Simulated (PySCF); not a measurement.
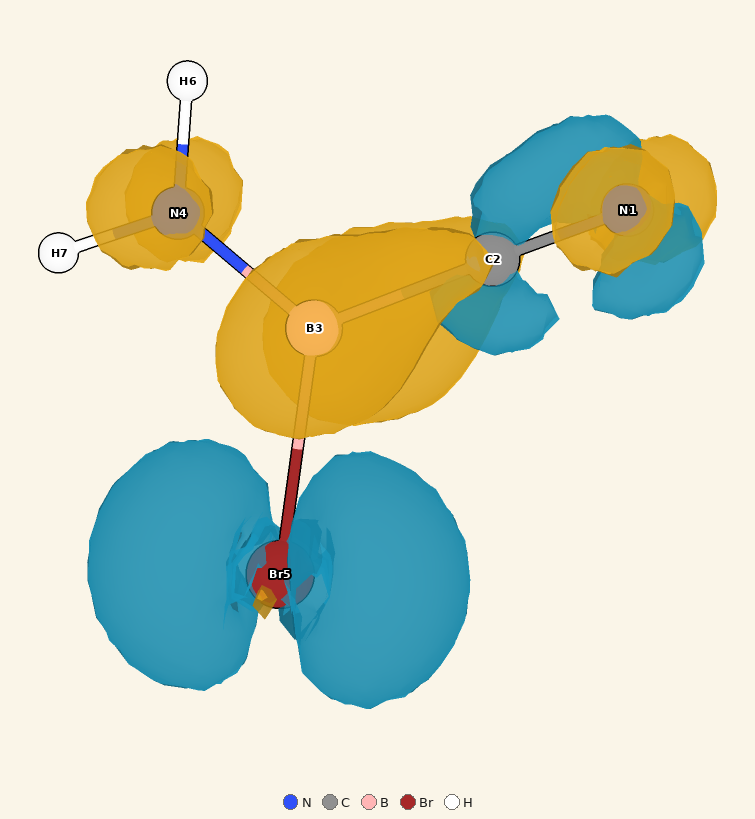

Figure 1: CH2BBrN2, SMILES `N#CB(N)Br`. Unrelaxed difference density of S₁ less the ground state (full linear response singlet states), ±0.04 e/Å³; yellow: gain, teal: loss.

PySCF calculation, CAM-B3LYP/def2-SVPD, gas phase; geometry: GFN2-xTB. No frequency check shows the geometry to be a minimum. GFN2-xTB bond lengths at metals and heavier atoms can be off by up to 0.1 Å and shapes distorted, which carries into these values.

The calculation's input:

```python
import numpy as np
from pyscf import gto, scf, dft, tdscf
from pyscf.scf import atom_ks, atom_hf
from scipy.linalg import block_diag

def solve(mol, dm0=None, hcore=None):
    mf = (dft.UKS if mol.spin else dft.RKS)(mol, xc='camb3lyp')
    mf.grids.level = 3
    mf = mf.density_fit(auxbasis='def2-universal-jkfit')
    mf.conv_tol, mf.max_cycle = 1e-8, 80
    if hcore is not None:
        mf.get_hcore = lambda *args: hcore
    mf.kernel(dm0)
    if not mf.converged:
        mf = mf.newton().run(mf.mo_coeff, mf.mo_occ, max_cycle=30)
    assert mf.converged, 'SCF not converged'
    return mf

mol = gto.M(atom='''
N     -2.73532     1.11572     0.00000
C     -1.82369     0.41985     0.00000
B     -0.59294    -0.48838     0.00000
N     -0.73148    -1.86167     0.00000
Br     1.13546     0.28500     0.00000
H     -1.61938    -2.33561     0.00000
H      0.05286    -2.49508     0.00000
''', basis='def2-svpd', charge=0, spin=0, verbose=4)
mf = solve(mol)
td = mf.TDDFT()
td.nstates, td.singlet, td.conv_tol = 5, True, 1e-5
td.kernel()
td.analyze()
x, y = np.array([p[0] for p in td.xy]), np.array([p[1] + 0 * p[0] for p in td.xy])
f, mu = td.oscillator_strength(), td.transition_dipole()
nto = [td.get_nto(state=i + 1, verbose=4) for i in range(len(td.e))]
# spherically averaged free atoms, for the promolecule
atm = atom_ks.get_atm_nrks(mol, xc='camb3lyp')
pro = block_diag(*[(atm[a[0]][2] * atm[a[0]][3]) @ atm[a[0]][2].T for a in mol._atom])
np.savez('result.npz', e=td.e, f=f, ok=td.converged, w=[n[0] for n in nto], nto=[n[1] for n in nto], x=x, y=y, c=mf.mo_coeff, occ=mf.mo_occ, eps=mf.mo_energy, pro=pro, mu=mu)
```

Launched as:

```sh
OMP_NUM_THREADS=1 python input.py
```

The run took 15 min on 1 thread of Arm Neoverse V2, on a shared host, peak memory 0.87 GiB.

**How does the charge move on excitation?**

0.83 e is displaced in all, of which about 0.6 e passes between atoms: Br5 (0.60 e) loses electrons and B3 (0.31 e) and N4 (0.12 e) gain them. The state: 5.90 eV (210 nm), f = 0.001 (very weak); the leading pair carries 98 %; hole on Br5 (75 %), N1 (11 %) and C2 (8 %), electron on B3 (35 %), N1 (18 %) and C2 (17 %); their centroids lie 1.5 Å apart.
